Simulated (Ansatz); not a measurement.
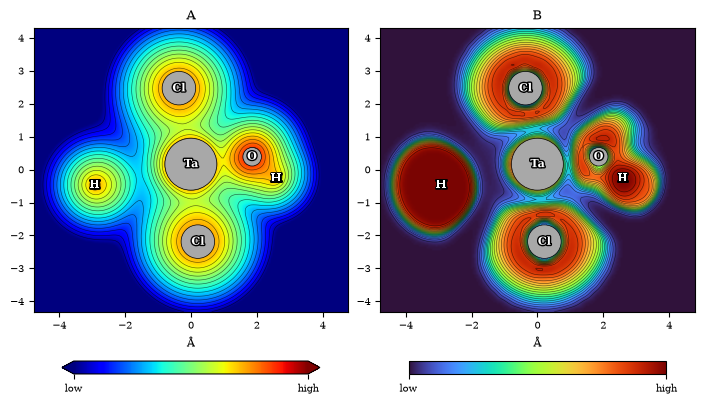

Cl3FHOTa···H2: 2 fields on the plane of atoms Cl3, Ta1 and O5, with unlabelled colour scales. Grey discs cover the atomic cores.

Core potentials replace the inner electrons of Ta; not at a stationary point (largest force 1.9 eV/Å).

Level of theory: RKS PBE/def2-SVP in Ansatz.

```xyz
9

Ta   -0.1196    0.0931    0.1118
F     1.7723    0.3042    0.2892
Cl   -0.2256    0.2809    2.4632
Cl    0.2229   -0.1205   -2.1985
O    -1.1281    1.6590   -0.1162
H    -1.5000    2.2713    0.5464
Cl   -1.4828   -1.7826    0.1589
H     1.4716   -2.3730    0.7440
H     1.8783   -1.7766    0.7210
```

**Which field does each panel show? The fields are: electron density and electron localisation function.**

Panel A: electron density. Panel B: electron localisation function. From the grid: Ta–O (1.88 Å): the density is about 1.1 e/Å³ at the midpoint; the ELF peaks at about 0.85 in the valence shell of O, 0.5 Å from its nucleus, and drops to about 0.30 between the two atoms. Ta–Cl (2.35 Å): the density is about 0.61 e/Å³ at the midpoint; the ELF peaks at about 0.85 in the valence shell of Cl, 0.9 Å from its nucleus, and is about 0.35 at the midpoint.
